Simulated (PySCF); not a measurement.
**MnOCl₂: the energy surface near the minimum**

Aim: map the energy of quartet MnOCl₂ about its PBE0 minimum, with rigid distortions.

Computed with PySCF 2.14.0. Level: PBE0, basis Mn def2-SVP, O def2-SVP, Cl def2-SVP, no relativity, density fitting.

## 1. The starting structure

4 atoms, charge 0, spin multiplicity 4.

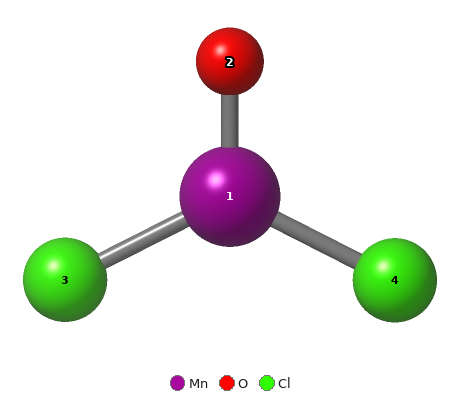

The starting geometry (manganese purple, oxygen red, chlorine green); atoms are numbered from 1 in the order of the file.

Coordinates in bohr (charge 0 multiplicity 4):
```
Mn    0.0000    0.0000    0.0000
O    -1.4720   -2.5496    0.0000
Cl    4.0213   -0.2123    0.0000
Cl   -2.1946    3.3763    0.0000
```

## 2. Breathing scan

One driver script runs all scans and calls PySCF for each point, on a (75, 302) grid.

The run is started by

```sh
$ OMP_NUM_THREADS=2 python axn.py task.json out
```

A rigid scan with PBE0: all bonds to the central atom are scaled together. Each point starts from its neighbour's orbitals, and energies count from the minimum.

| scale of all bonds to the centre | energy (kJ/mol) | dipole size (D) | ⟨S²⟩ |
| --- | --- | --- | --- |
| 0.88 | 269.7 | 0.13 | 3.78 |
| 0.92 | 101.7 | 0.16 | 3.80 |
| 0.96 | 21.3 | 0.13 | 3.86 |
| 1.00 | 0.0 | 0.02 | 3.98 |
| 1.04 | 14.2 | 0.35 | 4.22 |
| 1.08 | 47.3 | 0.71 | 4.49 |
| 1.14 | 114.3 | 1.00 | 4.86 |
| 1.22 | 214.8 | 0.86 | 5.26 |
| 1.35 | 377.0 | 0.23 | 5.62 |

The scan needed 25 s of wall time on 2 threads of Arm Neoverse V2, shared host.

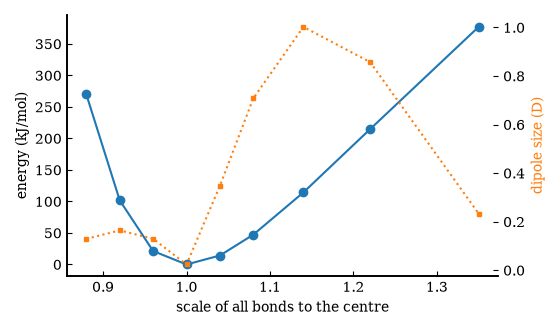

Energy (circles) and dipole moment (squares) along the scan.

⟨S²⟩ grows along the scan: the determinant mixes in higher spin as the pair uncouples.

## 3. Stretching one bond

A rigid scan with PBE0: the bond from Mn to the last atom (Cl) is scaled and the rest held.

| scale of one bond | energy (kJ/mol) | dipole size (D) | ⟨S²⟩ |
| --- | --- | --- | --- |
| 0.92 | 27.8 | 0.84 | 3.93 |
| 0.96 | 6.1 | 0.41 | 3.96 |
| 1.00 | 0.0 | 0.02 | 3.98 |
| 1.05 | 7.3 | 0.50 | 4.01 |
| 1.12 | 34.4 | 1.10 | 4.04 |
| 1.20 | 77.0 | 1.61 | 4.09 |
| 1.35 | 157.8 | 1.65 | 4.27 |
| 1.55 | 230.1 | 0.46 | 4.56 |
| 1.80 | 271.8 | 1.56 | 4.77 |
| 2.20 | 288.4 | 3.98 | 4.91 |

The scan took 36 s.

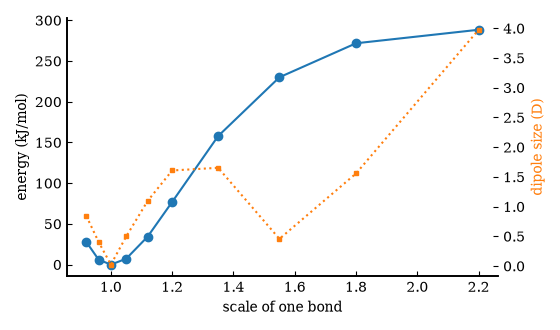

Energy (circles) and dipole moment (squares) along the scan.

⟨S²⟩ grows along the scan: the determinant mixes in higher spin as the pair uncouples.

## 4. What came out

| quantity | value |
| --- | --- |
| all bonds 4 % longer | 14.2 kJ/mol |
| one bond 20 % longer | 77.0 kJ/mol |

**Reading.** The well is lopsided, 21.3 kJ/mol for 4 % shorter bonds against 14.2 for 4 % longer ones. Open d and f shells are described by one determinant, and the ground state may have another occupation or spin.
